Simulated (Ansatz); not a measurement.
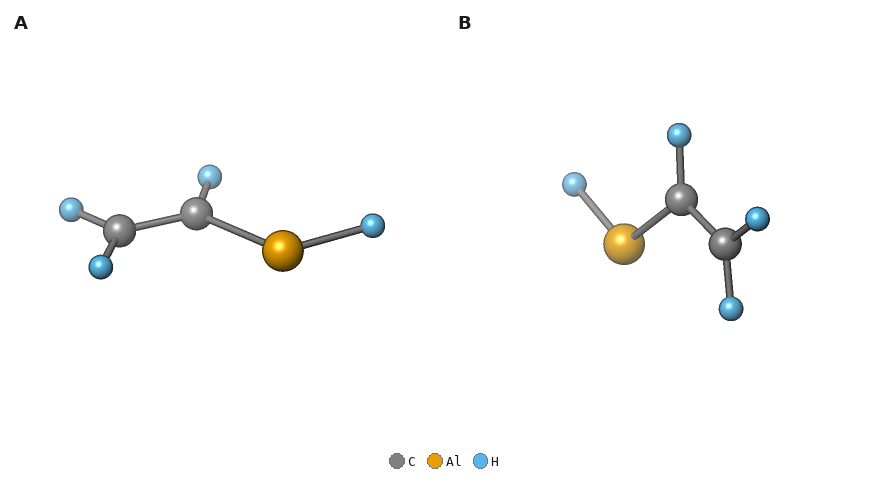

Atoms fade into the background with distance from the viewer. Charge 0, doublet. The geometry was computed by an optimisation with PBE-D4/def2-SVP. No frequency run is at hand to confirm it as a minimum.

How are A and B related: the same structure turned, mirror images, conformers, diastereomers or constitutional isomers?

They are the same structure, C2H4Al, seen from two directions. With point group Cs it is achiral, so its mirror image would be the same too.
